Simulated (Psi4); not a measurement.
GaBr: frequency calculation (part 2 of 4)

GaBr, SMILES [Ga][Br]; MP2/6-311G**, RHF (Psi4 1.11). The geometry was optimised with mp2/6-311G**.

Geometry of the input (Å):
```
Ga 0.0000  0.0000  0.0215
Br 0.0000  0.0000  2.3832
```

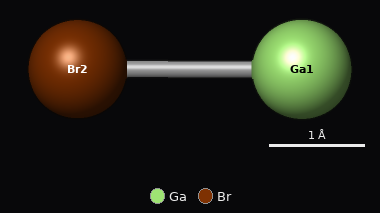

Figure 1. The structure as given in the input (ball-and-stick view, seen on its broad side; atoms are numbered from 1 in the order of the input). Sticks mark near contacts.

### The program's output, continued
```
  Minimum eigenvalue in the overlap matrix is 1.0275382758E-02.
  Reciprocal condition number of the overlap matrix is 2.5795086001E-03.
    Using symmetric orthogonalization.

  ==> Iterations <==

                           Total Energy        Delta E     RMS |[F,P]|

   @DF-RHF iter SAD: -4489.21957434684191   -4.48922e+03   0.00000e+00
   @DF-RHF iter   1: -4493.93366671962031   -4.71409e+00   6.90753e-02 DIIS/ADIIS
   @DF-RHF iter   2: -4493.90031943112172    3.33473e-02   7.47809e-02 DIIS/ADIIS
   @DF-RHF iter   3: -4495.63684008427754   -1.73652e+00   6.29463e-03 DIIS/ADIIS
   @DF-RHF iter   4: -4495.64898817694757   -1.21481e-02   1.77718e-03 DIIS/ADIIS
   @DF-RHF iter   5: -4495.65025273789070   -1.26456e-03   1.61362e-04 DIIS/ADIIS
   @DF-RHF iter   6: -4495.65029905018855   -4.63123e-05   4.67821e-05 DIIS
   @DF-RHF iter   7: -4495.65030255739293   -3.50720e-06   1.05285e-05 DIIS
   @DF-RHF iter   8: -4495.65030274863057   -1.91238e-07   2.67988e-06 DIIS
   @DF-RHF iter   9: -4495.65030276557263   -1.69421e-08   4.81510e-07 DIIS
   @DF-RHF iter  10: -4495.65030276671132   -1.13869e-09   1.70191e-07 DIIS
   @DF-RHF iter  11: -4495.65030276686230   -1.50976e-10   4.78643e-08 DIIS
   @DF-RHF iter  12: -4495.65030276687594   -1.36424e-11   5.49765e-09 DIIS
   @DF-RHF iter  13: -4495.65030276687230    3.63798e-12   7.76667e-10 DIIS
   @DF-RHF iter  14: -4495.65030276687412   -1.81899e-12   1.45896e-10 DIIS
   @DF-RHF iter  15: -4495.65030276687594   -1.81899e-12   1.95097e-11 DIIS
  Energy and wave function converged.

  ==> Post-Iterations <==

    Final Occupation by Irrep:
             A1    A2    B1    B2
    DOCC [    17,    2,    7,    7 ]
    NA   [    17,    2,    7,    7 ]
    NB   [    17,    2,    7,    7 ]

  @DF-RHF Final Energy: -4495.65030276687594

   => Energetics <=

    Nuclear Repulsion Energy =            243.0723136856438487
    One-Electron Energy =               -6753.8670862573890190
    Two-Electron Energy =                2015.1444698048685495
    Total Energy =                      -4495.6503027668768482

Computation Completed

Properties will be evaluated at   0.000000,   0.000000,   0.000000 [a0]

Properties computed using the SCF density matrix

 Multipole Moments:

 ------------------------------------------------------------------------------------
     Multipole            Electronic (a.u.)      Nuclear  (a.u.)        Total (a.u.)
 ------------------------------------------------------------------------------------

 L = 1.  Multiply by 2.5417464519 to convert [e a0] to [Debye]
 Dipole X            :          0.0000000            0.0000000            0.0000000
 Dipole Y            :          0.0000000            0.0000000            0.0000000
 Dipole Z            :         -0.0081295           -1.0287413           -1.0368708
 Magnitude           :                                                    1.0368708

 ------------------------------------------------------------------------------------

	total time  =          1 seconds =       0.02 minutes

  //>>>>>>>>>>>>>>>>>>>>>>>>>>>>>>>>>>>//
  //               DFMP2               //
  //<<<<<<<<<<<<<<<<<<<<<<<<<<<<<<<<<<<//

  ==> Geometry <==

    Molecular point group: c2v
    Full point group: C_inf_v

    Geometry (in Bohr), charge = 0, multiplicity = 1:

       Center              X                  Y                   Z               Mass
    ------------   -----------------  -----------------  -----------------  -----------------
         GA           0.000000000000     0.000000000000    -2.382696510136    68.925573500000
         BR           0.000000000000     0.000000000000     2.080995728394    78.918337600000

  Nuclear repulsion =  243.072313685643849
  Reference energy  = -4495.650302766875939

  => Iterations <=

             Iter  Converged  Remaining    Residual
  CGR           1          0          1   1.122E-01
  CGR           2          0          1   4.068E-02
  CGR           3          0          1   1.426E-02
  CGR           4          0          1   2.640E-03
  CGR           5          0          1   7.203E-04
  CGR           6          0          1   1.682E-04
  CGR           7          0          1   3.241E-05
  CGR           8          0          1   8.739E-06
  CGR           9          0          1   2.488E-06
  CGR          10          1          0   3.891E-07

    CGRSolver converged.

Problem determining natural orbital and density matrix symmetries.
Future calls to oeprop using this density will not work. Try disabling symmetry.

   => Auxiliary Basis Set <=

  Basis Set: (6-311G** AUX)
    Blend: CC-PVTZ-JKFIT
    Number of shells: 102
    Number of basis functions: 414
    Number of Cartesian functions: 538
    Spherical Harmonics?: true
    Max angular momentum: 4

	-----------------------------------------------------------
	 ==================> DF-MP2 Energies <====================
	-----------------------------------------------------------
	 Reference Energy          =   -4495.6503027668759387 [Eh]
	 Singles Energy            =      -0.0000000000000000 [Eh]
	 Same-Spin Energy          =      -0.1597258084671152 [Eh]
	 Opposite-Spin Energy      =      -0.3221019417789369 [Eh]
	 Correlation Energy        =      -0.4818277502460522 [Eh]
	 Total Energy              =   -4496.1321305171222775 [Eh]
	-----------------------------------------------------------
	 ================> DF-SCS-MP2 Energies <==================
	-----------------------------------------------------------
	 SCS Same-Spin Scale       =       0.3333333333333333 [-]
	 SCS Opposite-Spin Scale   =       1.2000000000000000 [-]
	 SCS Same-Spin Energy      =      -0.0532419361557051 [Eh]
	 SCS Opposite-Spin Energy  =      -0.3865223301347243 [Eh]
	 SCS Correlation Energy    =      -0.4397642662904294 [Eh]
	 SCS Total Energy          =   -4496.0900670331666333 [Eh]
	-----------------------------------------------------------

  -Total Gradient:
     Atom            X                  Y                   Z
    ------   -----------------  -----------------  -----------------
       1        0.000000000000     0.000000000000    -0.000094347227
       2       -0.000000000000    -0.000000000000     0.000094347155

	total time  =          1 seconds =       0.02 minutes

    Psi4 run time: 0:00:01.80

    -----------------------------------------------------------------------
                               Psi4 1.11 release

    h
    h
    h

    -----------------------------------------------------------------------

    Memory:     1.5 GiB
    Threads:    1
                ecpint, einsums, f̶o̶r̶t̶e̶, gauxc, gcp, g̶d̶m̶a̶, geometric, g̶p̶u̶_̶d̶f̶c̶c̶,
                i̶n̶t̶e̶g̶r̶a̶t̶o̶r̶x̶x̶, i̶p̶i̶, libefp, m̶d̶i̶, m̶p̶2̶d̶, m̶r̶c̶c̶, ooo,
                o̶p̶e̶n̶f̶e̶r̶m̶i̶o̶n̶p̶s̶i̶4̶, pcmsolver, p̶s̶i̶4̶f̶o̶c̶k̶c̶i̶, p̶s̶i̶x̶a̶s̶,
                p̶y̶e̶i̶n̶s̶u̶m̶s̶, r̶e̶s̶p̶, s̶i̶m̶i̶n̶t̶, s̶n̶s̶m̶p̶2̶,
                v̶2̶r̶d̶m̶_̶c̶a̶s̶s̶c̶f̶

gradient() will perform analytic gradient computation.
    SCF Algorithm Type (re)set to DF.

  ==> Geometry <==

    Molecular point group: c2v
    Full point group: C_inf_v

    Geometry (in Bohr), charge = 0, multiplicity = 1:

       Center              X                  Y                   Z               Mass
    ------------   -----------------  -----------------  -----------------  -----------------
         GA           0.000000000000     0.000000000000    -2.381816481005    68.925573500000
         BR           0.000000000000     0.000000000000     2.080227129936    78.918337600000

  Running in c2v symmetry.

  Rotational constants: A = ************  B =      0.08218  C =      0.08218 [cm^-1]
  Rotational constants: A = ************  B =   2463.72618  C =   2463.72618 [MHz]
  Nuclear repulsion =  243.162123592776425

  Charge       = 0
  Multiplicity = 1
  Electrons    = 66
  Nalpha       = 33
  Nbeta        = 33

   => Auxiliary Basis Set <=

  Basis Set: (6-311G** AUX)
    Blend: CC-PVTZ-JKFIT
    Number of shells: 102
    Number of basis functions: 414
    Number of Cartesian functions: 538
    Spherical Harmonics?: true
    Max angular momentum: 4

  Minimum eigenvalue in the overlap matrix is 1.0273414519E-02.
  Reciprocal condition number of the overlap matrix is 2.5786584190E-03.
    Using symmetric orthogonalization.

  ==> Iterations <==

                           Total Energy        Delta E     RMS |[F,P]|

   @DF-RHF iter SAD: -4489.22059749941218   -4.48922e+03   0.00000e+00
   @DF-RHF iter   1: -4493.93343557240860   -4.71284e+00   6.90765e-02 DIIS/ADIIS
   @DF-RHF iter   2: -4493.89952023535716    3.39153e-02   7.47936e-02 DIIS/ADIIS
   @DF-RHF iter   3: -4495.63682981732745   -1.73731e+00   6.29439e-03 DIIS/ADIIS
   @DF-RHF iter   4: -4495.64897434905379   -1.21445e-02   1.77765e-03 DIIS/ADIIS
   @DF-RHF iter   5: -4495.65023937723527   -1.26503e-03   1.61450e-04 DIIS/ADIIS
   @DF-RHF iter   6: -4495.65028572187111   -4.63446e-05   4.68121e-05 DIIS
   @DF-RHF iter   7: -4495.65028923381215   -3.51194e-06   1.05415e-05 DIIS
   @DF-RHF iter   8: -4495.65028942576646   -1.91954e-07   2.68390e-06 DIIS
   @DF-RHF iter   9: -4495.65028944281858   -1.70521e-08   4.83503e-07 DIIS
   @DF-RHF iter  10: -4495.65028944396454   -1.14596e-09   1.70896e-07 DIIS
   @DF-RHF iter  11: -4495.65028944412006   -1.55524e-10   4.79354e-08 DIIS
   @DF-RHF iter  12: -4495.65028944413370   -1.36424e-11   5.49543e-09 DIIS
   @DF-RHF iter  13: -4495.65028944413280    9.09495e-13   7.76718e-10 DIIS
   @DF-RHF iter  14: -4495.65028944413370   -9.09495e-13   1.45916e-10 DIIS
   @DF-RHF iter  15: -4495.65028944413280    9.09495e-13   1.94887e-11 DIIS
  Energy and wave function converged.

  ==> Post-Iterations <==

    Final Occupation by Irrep:
             A1    A2    B1    B2
    DOCC [    17,    2,    7,    7 ]
    NA   [    17,    2,    7,    7 ]
    NB   [    17,    2,    7,    7 ]

  @DF-RHF Final Energy: -4495.65028944413280

   => Energetics <=

    Nuclear Repulsion Energy =            243.1621235927764246
    One-Electron Energy =               -6754.0452636270656512
    Two-Electron Energy =                2015.2328505901566587
    Total Energy =                      -4495.6502894441327953

Computation Completed

Properties will be evaluated at   0.000000,   0.000000,   0.000000 [a0]

Properties computed using the SCF density matrix

 Multipole Moments:

 ------------------------------------------------------------------------------------
     Multipole            Electronic (a.u.)      Nuclear  (a.u.)        Total (a.u.)
 ------------------------------------------------------------------------------------

 L = 1.  Multiply by 2.5417464519 to convert [e a0] to [Debye]
 Dipole X            :          0.0000000            0.0000000            0.0000000
 Dipole Y            :          0.0000000            0.0000000            0.0000000
 Dipole Z            :         -0.0056803           -1.0283614           -1.0340416
 Magnitude           :                                                    1.0340416

 ------------------------------------------------------------------------------------

	total time  =          1 seconds =       0.02 minutes

  //>>>>>>>>>>>>>>>>>>>>>>>>>>>>>>>>>>>//
  //               DFMP2               //
  //<<<<<<<<<<<<<<<<<<<<<<<<<<<<<<<<<<<//

  ==> Geometry <==

    Molecular point group: c2v
    Full point group: C_inf_v

    Geometry (in Bohr), charge = 0, multiplicity = 1:

       Center              X                  Y                   Z               Mass
    ------------   -----------------  -----------------  -----------------  -----------------
         GA           0.000000000000     0.000000000000    -2.381816481005    68.925573500000
         BR           0.000000000000     0.000000000000     2.080227129936    78.918337600000

  Nuclear repulsion =  243.162123592776425
  Reference energy  = -4495.650289444132795

  => Iterations <=

             Iter  Converged  Remaining    Residual
  CGR           1          0          1   1.122E-01
  CGR           2          0          1   4.068E-02
  CGR           3          0          1   1.426E-02
  CGR           4          0          1   2.639E-03
  CGR           5          0          1   7.199E-04
  CGR           6          0          1   1.681E-04
  CGR           7          0          1   3.239E-05
  CGR           8          0          1   8.736E-06
  CGR           9          0          1   2.488E-06
  CGR          10          1          0   3.894E-07

    CGRSolver converged.

Problem determining natural orbital and density matrix symmetries.
Future calls to oeprop using this density will not work. Try disabling symmetry.

   => Auxiliary Basis Set <=

  Basis Set: (6-311G** AUX)
    Blend: CC-PVTZ-JKFIT
    Number of shells: 102
    Number of basis functions: 414
    Number of Cartesian functions: 538
    Spherical Harmonics?: true
    Max angular momentum: 4

	-----------------------------------------------------------
	 ==================> DF-MP2 Energies <====================
	-----------------------------------------------------------
	 Reference Energy          =   -4495.6502894441327953 [Eh]
	 Singles Energy            =      -0.0000000000000000 [Eh]
	 Same-Spin Energy          =      -0.1597334640289151 [Eh]
	 Opposite-Spin Energy      =      -0.3221076252644923 [Eh]
	 Correlation Energy        =      -0.4818410892934074 [Eh]
	 Total Energy              =   -4496.1321305334258795 [Eh]
	-----------------------------------------------------------
	 ================> DF-SCS-MP2 Energies <==================
	-----------------------------------------------------------
	 SCS Same-Spin Scale       =       0.3333333333333333 [-]
	 SCS Opposite-Spin Scale   =       1.2000000000000000 [-]
	 SCS Same-Spin Energy      =      -0.0532444880096384 [Eh]
	 SCS Opposite-Spin Energy  =      -0.3865291503173908 [Eh]
	 SCS Correlation Energy    =      -0.4397736383270291 [Eh]
	 SCS Total Energy          =   -4496.0900630824598920 [Eh]
	-----------------------------------------------------------

  -Total Gradient:
     Atom            X                  Y                   Z
    ------   -----------------  -----------------  -----------------
       1       -0.000000000000     0.000000000000     0.000074636050
       2        0.000000000000     0.000000000000    -0.000074636132

	total time  =          1 seconds =       0.02 minutes

    Psi4 run time: 0:00:01.80

    -----------------------------------------------------------------------
                               Psi4 1.11 release

    h
    h
    h

    -----------------------------------------------------------------------

    Memory:     1.5 GiB
    Threads:    1
                ecpint, einsums, f̶o̶r̶t̶e̶, gauxc, gcp, g̶d̶m̶a̶, geometric, g̶p̶u̶_̶d̶f̶c̶c̶,
                i̶n̶t̶e̶g̶r̶a̶t̶o̶r̶x̶x̶, i̶p̶i̶, libefp, m̶d̶i̶, m̶p̶2̶d̶, m̶r̶c̶c̶, ooo,
                o̶p̶e̶n̶f̶e̶r̶m̶i̶o̶n̶p̶s̶i̶4̶, pcmsolver, p̶s̶i̶4̶f̶o̶c̶k̶c̶i̶, p̶s̶i̶x̶a̶s̶,
                p̶y̶e̶i̶n̶s̶u̶m̶s̶, r̶e̶s̶p̶, s̶i̶m̶i̶n̶t̶, s̶n̶s̶m̶p̶2̶,
                v̶2̶r̶d̶m̶_̶c̶a̶s̶s̶c̶f̶

gradient() will perform analytic gradient computation.
    SCF Algorithm Type (re)set to DF.

  ==> Geometry <==

    Molecular point group: cs
    Full point group: C_inf_v

    Geometry (in Bohr), charge = 0, multiplicity = 1:

       Center              X                  Y                   Z               Mass
    ------------   -----------------  -----------------  -----------------  -----------------
         GA          -0.000440014565     0.000000000000    -2.382256495570    68.925573500000
         BR           0.000384299229     0.000000000000     2.080611429165    78.918337600000

  Running in cs symmetry.

  Rotational constants: A = ************  B =      0.08215  C =      0.08215 [cm^-1]
  Rotational constants: A = ************  B =   2462.81606  C =   2462.81606 [MHz]
  Nuclear repulsion =  243.117206197959661

  Charge       = 0
  Multiplicity = 1
  Electrons    = 66
  Nalpha       = 33
  Nbeta        = 33

   => Auxiliary Basis Set <=

  Basis Set: (6-311G** AUX)
    Blend: CC-PVTZ-JKFIT
    Number of shells: 102
    Number of basis functions: 414
    Number of Cartesian functions: 538
    Spherical Harmonics?: true
    Max angular momentum: 4

  Minimum eigenvalue in the overlap matrix is 1.0274399575E-02.
  Reciprocal condition number of the overlap matrix is 2.5790837500E-03.
    Using symmetric orthogonalization.

  ==> Pre-Iterations <==
```
